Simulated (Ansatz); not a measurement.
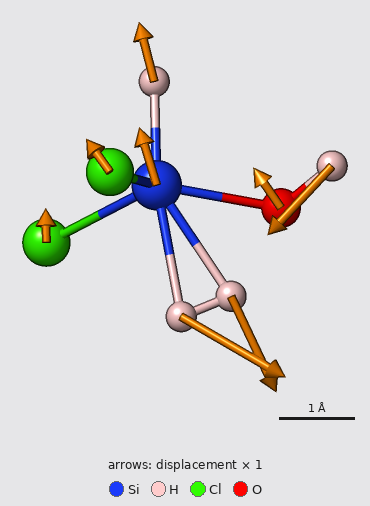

A relaxation of SiH4OCl2 (started from a transition state, displaced along its imaginary mode). The starting structure is drawn; orange arrows show the displacements, at their true length. The two geometries are superimposed by the best rigid fit.

Style: ball-and-stick. Shown face on.

Method: Ansatz 0.2.0, RKS PBE0-D4/def2-TZVP. Set-up: force threshold 0.005 eV/Å; at most 200 steps.

Question: Atoms of which element are displaced furthest, and by how much?

Answer: Hydrogen: up to 1.70 Å, against 0.82 Å for silicon.

Question: What happened in the run?

Answer: The energy falls by 178.9 kJ/mol in 53 accepted moves (61 points after the start). Largest force component: 3 eV/Å at the start, 0.0041 eV/Å at the end. The line search rejected the trial steps at points 8, 12, 15, 18, 28, 33, 56, 58 of the run. The forces were under the threshold at step 54, but the run went on from there. The largest move after the best rigid fit is that of an H atom, 1.70 Å. By element the largest moves are H 1.70 Å, Si 0.82 Å, O 0.66 Å, Cl 0.57 Å. Some distances before and after: H–Si 1.807 → 4.012 Å, H–Si 1.834 → 4.016 Å, H–O 1.462 → 3.060 Å, O–Si 1.710 → 1.620 Å. Bond angles that change, for instance: Cl–Si–O 121.9° → 111.2°, Cl–Si–H 99.3° → 109.7°, H–Si–O 98.5° → 107.6°. Groups turn about O–Si by about 125°.
